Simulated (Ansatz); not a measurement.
**Run report: CH3OSi (charge −1), nudged elastic band**

The run: nudged elastic band of CH3OSi, charge −1. Method and program: RKS LDA/def2-TZVP (Ansatz 0.2.0).

It belongs to a series of runs on one base structure; here: band between the two ends.

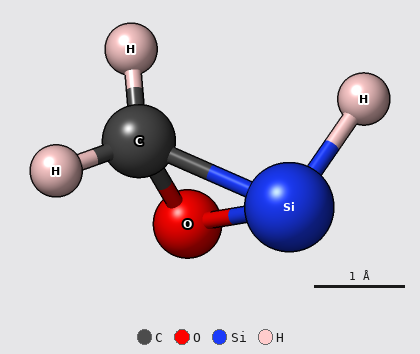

Fig. 1: The starting structure (ball-and-stick view, seen at a tilt).

## Summary

- outcome: converged
- barrier, forward: 2.977 eV
- barrier, backward: 0.011 eV
- hardware: 2 threads of Intel Xeon (Sapphire Rapids), 16 GiB of memory available, shared host
- wall time: 54 s (CPU time 99 s)
- peak memory: 0.2 GiB

The order of the saddle point was not checked.

## The input
```yaml
crystal:
  periodic: [false, false, false]
  atoms:
    - { symbol: C, position_ang: [0.004101, -0.193454, -0.604299] }
    - { symbol: O, position_ang: [-0.990432, -0.563696, 0.32217] }
    - { symbol: Si, position_ang: [-0.378972, 1.040887, 0.781647] }
    - { symbol: H, position_ang: [-0.360471, -0.031704, -1.63798] }
    - { symbol: H, position_ang: [0.915384, -0.822464, -0.575287] }
    - { symbol: H, position_ang: [0.810399, 0.570412, 1.713759] }
total_charge: -1
basis:
  gaussian: { orbitals: def2-TZVP }
hamiltonian:
  xc: lda
neb:
  order_check: false
  images: 5
  f_tol: 0.03
  max_iterations: 60
  final_atoms:
    - { symbol: C, position_ang: [0.04226702, 0.05394781, -0.52745737] }
    - { symbol: O, position_ang: [-0.45286669, -0.25981707, 0.83365767] }
    - { symbol: Si, position_ang: [-0.54556875, 1.7154632, 0.20462455] }
    - { symbol: H, position_ang: [-0.49670872, -0.5242097, -1.29964966] }
    - { symbol: H, position_ang: [1.11710174, -0.28669162, -0.51294387] }
    - { symbol: H, position_ang: [0.3357844, -0.69871162, 1.30177867] }
  initial_path:
    images:
      - { positions_ang: [[0.004101, -0.193454, -0.604299], [-0.990432, -0.563696, 0.32217], [-0.378972, 1.040887, 0.781647], [-0.360471, -0.031704, -1.63798], [0.915384, -0.822464, -0.575287], [0.810399, 0.570412, 1.713759]] }
      - { positions_ang: [[0.04088263, -0.16149486, -0.59058144], [-0.87225654, -0.51806017, 0.41654748], [-0.29566213, 1.10522037, 0.75978275], [-0.41074742, -0.07359801, -1.58142097], [0.94406613, -0.79568255, -0.6064547], [0.59372632, 0.44359621, 1.60213687]] }
      - { positions_ang: [[0.07766427, -0.12953571, -0.57686389], [-0.75408108, -0.47242434, 0.51092497], [-0.21235226, 1.16955375, 0.73791851], [-0.46102383, -0.11549201, -1.52486193], [0.97274826, -0.7689011, -0.63762239], [0.37705364, 0.31678041, 1.49051474]] }
      - { positions_ang: [[0.1144459, -0.09757657, -0.56314633], [-0.63590562, -0.42678851, 0.60530245], [-0.12904239, 1.23388712, 0.71605426], [-0.51130025, -0.15738602, -1.4683029], [1.0014304, -0.74211965, -0.66879009], [0.16038096, 0.18996462, 1.37889261]] }
      - { positions_ang: [[0.09038627, -0.04706844, -0.55125001], [-0.57489265, -0.37113136, 0.68142086], [-0.26788451, 1.39441248, 0.54557769], [-0.5064364, -0.27966058, -1.41208515], [1.03998751, -0.5903103, -0.61684135], [0.21884878, -0.10626079, 1.35318796]] }
      - { positions_ang: [[0.06632665, 0.00343968, -0.53935369], [-0.51387967, -0.31547422, 0.75753927], [-0.40672663, 1.55493784, 0.37510112], [-0.50157256, -0.40193514, -1.35586741], [1.07854462, -0.43850096, -0.56489261], [0.27731659, -0.40248621, 1.32748332]] }
      - { positions_ang: [[0.04226702, 0.05394781, -0.52745737], [-0.45286669, -0.25981707, 0.83365767], [-0.54556875, 1.7154632, 0.20462455], [-0.49670872, -0.5242097, -1.29964966], [1.11710174, -0.28669162, -0.51294387], [0.3357844, -0.69871162, 1.30177867]] }
```

Command:
```bash
ansatz run input.yaml --threads 2 --pin off --max-ram 3072MiB --backend cpu --events-out ev --progress --plain --runs-dir out
```

## What the program printed
```
Engine: ansatz 0.2.0, x86_64-unknown-linux-gnu
Functional definition: SPW92
  exchange = slater_x
  correlation = pw_c
715 factors; their error is unknown
mean field evaluation 1: about -10953.1932 eV, gradient 3.1e1 eV
mean field evaluation 2: about -10947.7280 eV, gradient 5.7e1 eV
mean field evaluation 4: about -10955.4592 eV, gradient 3.1e0 eV
mean field evaluation 8: about -10955.4688 eV, gradient 3.0e-1 eV
mean field evaluation 16: about -10955.4689 eV, gradient 5.7e-5 eV
mean field -10955.46886984 eV, -402.6060550832 hartree, gradient 5.7e-5 eV, S^2 0.000000; 0 other end points of the search recorded, 0 dependent functions left out
the calculation of the forces begins
reference -10955.46890081 eV, -402.6060562211 hartree; 16, 16 occupied and 101, 101 virtual orbitals, 715 factors
715 factors; their error is unknown
mean field evaluation 32: about -10952.5026 eV, gradient 1.2e-2 eV
mean field -10952.50259243 eV, -402.4970463990 hartree, gradient 5.1e-5 eV, S^2 0.000000; 1 other end points of the search recorded, 0 dependent functions left out
[... from here on the field's lines of each further geometry are left out, up to the last ...]
NEB iter   1: max|band force component| = 7.203e0 eV/Å  barrier→ = 3.6499 eV  barrier← = 0.6836 eV  Δτ_max = 0.1842 Å  (258 SCF iters)
NEB iter   2: max|band force component| = 3.605e0 eV/Å  barrier→ = 2.9663 eV  barrier← = 0.0000 eV  Δτ_max = 0.0990 Å  (162 SCF iters)
NEB iter   3: max|band force component| = 1.912e0 eV/Å  barrier→ = 2.9663 eV  barrier← = 0.0000 eV  Δτ_max = 0.0764 Å  (158 SCF iters)
NEB iter   4: max|band force component| = 5.331e-1 eV/Å  barrier→ = 2.9663 eV  barrier← = 0.0000 eV  Δτ_max = 0.0527 Å  (165 SCF iters)
NEB iter   5: max|band force component| = 6.269e-1 eV/Å  barrier→ = 2.7609 eV  barrier← = -0.2053 eV  CI = image 5  Δτ_max = 0.1335 Å  (170 SCF iters)
NEB iter   6: max|band force component| = 8.562e-1 eV/Å  barrier→ = 2.9418 eV  barrier← = -0.0245 eV  CI = image 5  Δτ_max = 0.1992 Å  (176 SCF iters)
NEB iter   7: max|band force component| = 6.658e-1 eV/Å  barrier→ = 2.9951 eV  barrier← = 0.0288 eV  CI = image 5  Δτ_max = 0.2000 Å  (175 SCF iters)
NEB iter   8: max|band force component| = 6.218e-1 eV/Å  barrier→ = 2.8501 eV  barrier← = -0.1162 eV  CI = image 5  Δτ_max = 0.1736 Å  (173 SCF iters)
NEB iter   9: max|band force component| = 3.936e-1 eV/Å  barrier→ = 2.9756 eV  barrier← = 0.0094 eV  CI = image 5  Δτ_max = 0.2000 Å  (188 SCF iters)
NEB iter  10: max|band force component| = 4.890e0 eV/Å  barrier→ = 2.9798 eV  barrier← = 0.0136 eV  CI = image 5  Δτ_max = 0.0988 Å  (186 SCF iters)
NEB iter  11: max|band force component| = 2.572e-1 eV/Å  barrier→ = 2.9769 eV  barrier← = 0.0106 eV  CI = image 5  Δτ_max = 0.1763 Å  (171 SCF iters)
NEB iter  12: max|band force component| = 7.612e-1 eV/Å  barrier→ = 2.9745 eV  barrier← = 0.0082 eV  CI = image 5  Δτ_max = 0.0867 Å  (178 SCF iters)
NEB iter  13: max|band force component| = 5.484e-1 eV/Å  barrier→ = 2.9785 eV  barrier← = 0.0122 eV  CI = image 5  Δτ_max = 0.0626 Å  (173 SCF iters)
NEB iter  14: max|band force component| = 2.196e-1 eV/Å  barrier→ = 2.9769 eV  barrier← = 0.0106 eV  CI = image 5  Δτ_max = 0.0361 Å  (172 SCF iters)
NEB iter  15: max|band force component| = 1.457e-1 eV/Å  barrier→ = 2.9768 eV  barrier← = 0.0105 eV  CI = image 5  Δτ_max = 0.0171 Å  (171 SCF iters)
NEB iter  16: max|band force component| = 9.478e-2 eV/Å  barrier→ = 2.9768 eV  barrier← = 0.0105 eV  CI = image 5  Δτ_max = 0.0091 Å  (169 SCF iters)
NEB iter  17: max|band force component| = 3.184e-2 eV/Å  barrier→ = 2.9768 eV  barrier← = 0.0105 eV  CI = image 5  Δτ_max = 0.0055 Å  (174 SCF iters)
the calculation of the forces begins
reference -10952.86584048 eV, -402.5103955184 hartree; 16, 16 occupied and 101, 101 virtual orbitals, 715 factors
715 factors; their error is unknown
mean field evaluation 928: about -10952.5110 eV, gradient 2.6e-1 eV
mean field evaluation 960: about -10951.2993 eV, gradient 7.7e0 eV
mean field -10952.49208426 eV, -402.4966602308 hartree, gradient 2.4e-5 eV, S^2 0.000000; 5 other end points of the search recorded, 0 dependent functions left out
the calculation of the forces begins
reference -10952.49211323 eV, -402.4966612955 hartree; 16, 16 occupied and 101, 101 virtual orbitals, 715 factors
NEB iter  18: max|band force component| = 9.658e-3 eV/Å  barrier→ = 2.9768 eV  barrier← = 0.0105 eV  CI = image 5  Δτ_max = 0.0000 Å  (525 SCF iters)
```

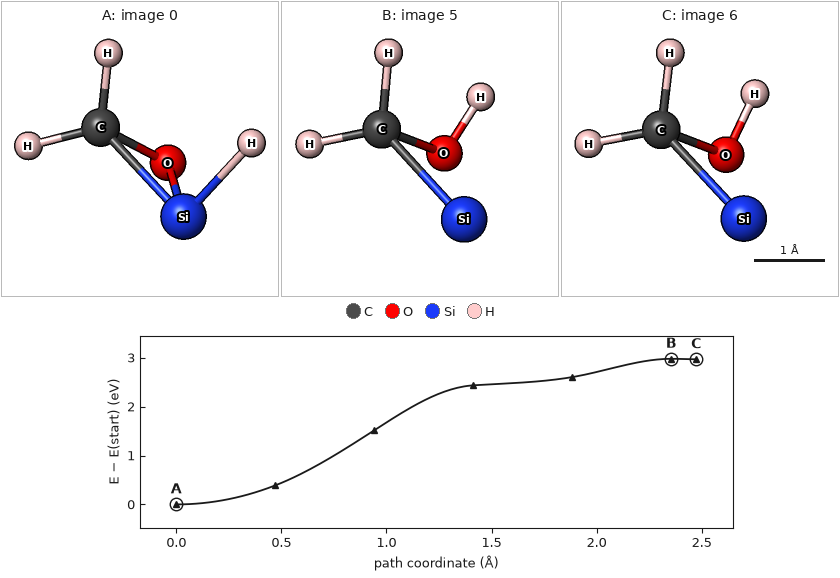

Fig. 2: Images of the last band (counted from 0; ball-and-stick, seen at a tilt) above the energy along the path; the line is a cubic interpolation that uses the forces. The highest image is number 5, 2.977 eV above the start and 0.011 eV above the end (the climbing image); the end lies 2.966 eV above the start. The path is 2.47 Å long. The band converged in 18 iterations.

```
Total energy: -10952.49211323 eV, -402.4966612955 hartree
Atom 0 at     0.059989     0.044898    -0.519378 Å, force    -0.000920     0.000974     0.001043 eV/Å
Atom 1 at    -0.494746    -0.307490     0.804189 Å, force     0.000018    -0.000066    -0.000475 eV/Å
Atom 2 at    -0.410079     1.756257     0.242986 Å, force     0.000419    -0.000691    -0.000244 eV/Å
Atom 3 at    -0.525703    -0.464116    -1.306671 Å, force     0.000090    -0.000281    -0.000335 eV/Å
Atom 4 at     1.103289    -0.365491    -0.540214 Å, force     0.000247    -0.000093    -0.000052 eV/Å
Atom 5 at     0.267259    -0.664076     1.319098 Å, force     0.000146     0.000158     0.000063 eV/Å
Dipole moment:     0.352007    -1.080778    -0.003689 e Å
this run last wrote the band of iteration 18 to [file]
```

## The last band as extended XYZ (Å, eV, eV/Å)
```
6
Properties=species:S:1:pos:R:3:forces:R:3 image=0 energy=-10955.46887
C     0.0041   -0.1935   -0.6043   -0.0011   0.0001  -0.0021
O    -0.9904   -0.5637    0.3222    0.0017   0.0010   0.0006
Si   -0.3790    1.0409    0.7816   -0.0009   0.0008   0.0009
H    -0.3605   -0.0317   -1.6380    0.0001  -0.0002   0.0006
H     0.9154   -0.8225   -0.5753    0.0008  -0.0011   0.0001
H     0.8104    0.5704    1.7138   -0.0006  -0.0006   0.0000
6
Properties=species:S:1:pos:R:3:forces:R:3 image=1 energy=-10955.07953
C     0.0364   -0.1869   -0.5827   -0.1164  -0.1072  -0.1691
O    -0.8809   -0.5240    0.4074   -0.4647   0.1247  -0.3508
Si   -0.2453    1.1827    0.6781   -0.4882  -0.6210   0.3063
H    -0.4738   -0.1117   -1.5583    0.2691   0.1690  -0.3886
H     1.0037   -0.7278   -0.6443   -0.1386  -0.2204   0.1447
H     0.5599    0.3678    1.6999    0.9387   0.6549   0.4575
6
Properties=species:S:1:pos:R:3:forces:R:3 image=2 energy=-10953.95292
C     0.0718   -0.1544   -0.5365   -0.1984  -0.3401  -0.1388
O    -0.7644   -0.5553    0.4905   -0.8621  -0.0371  -0.8468
Si   -0.1060    1.3489    0.6042   -0.4341  -1.0812   0.5278
H    -0.5332   -0.1410   -1.4595    0.2457   0.2883  -0.4887
H     1.0426   -0.6724   -0.6783   -0.0572  -0.1966   0.0650
H     0.2893    0.1742    1.5797    1.3060   1.3667   0.8815
6
Properties=species:S:1:pos:R:3:forces:R:3 image=3 energy=-10953.03465
C     0.1096   -0.0942   -0.5127    0.0024  -0.0468  -0.0098
O    -0.6345   -0.5497    0.6187    0.0043  -0.0623  -0.0381
Si   -0.0243    1.5256    0.5290   -0.0201  -0.1331   0.1010
H    -0.5603   -0.1710   -1.3860    0.0061   0.0572  -0.0324
H     1.0531   -0.6445   -0.6831    0.0042  -0.0533  -0.0539
H     0.0563   -0.0662    1.4343    0.0031   0.2383   0.0333
6
Properties=species:S:1:pos:R:3:forces:R:3 image=4 energy=-10952.86581
C     0.0899   -0.0094   -0.4987    0.0299  -0.0927   0.0321
O    -0.5652   -0.5195    0.6972   -0.0486  -0.4210  -0.1577
Si   -0.1707    1.7149    0.3484    0.1210  -0.1170   0.1456
H    -0.5714   -0.3408   -1.3210   -0.0414   0.0900  -0.0004
H     1.0883   -0.4638   -0.6279    0.0282  -0.0006  -0.1661
H     0.1291   -0.3813    1.4020   -0.0890   0.5414   0.1465
6
Properties=species:S:1:pos:R:3:forces:R:3 image=5 energy=-10952.49208
C     0.0600    0.0449   -0.5194   -0.0009   0.0010   0.0010
O    -0.4947   -0.3075    0.8042    0.0000  -0.0001  -0.0005
Si   -0.4101    1.7563    0.2430    0.0004  -0.0007  -0.0002
H    -0.5257   -0.4641   -1.3067    0.0001  -0.0003  -0.0003
H     1.1033   -0.3655   -0.5402    0.0002  -0.0001  -0.0001
H     0.2673   -0.6641    1.3191    0.0001   0.0002   0.0001
6
Properties=species:S:1:pos:R:3:forces:R:3 image=6 energy=-10952.50259
C     0.0423    0.0539   -0.5275   -0.0076  -0.0079   0.0038
O    -0.4529   -0.2598    0.8337    0.0159  -0.0011  -0.0126
Si   -0.5456    1.7155    0.2046   -0.0044   0.0067   0.0003
H    -0.4967   -0.5242   -1.2996    0.0049   0.0043   0.0150
H     1.1171   -0.2867   -0.5129    0.0023  -0.0017  -0.0023
H     0.3358   -0.6987    1.3018   -0.0111  -0.0002  -0.0041
```
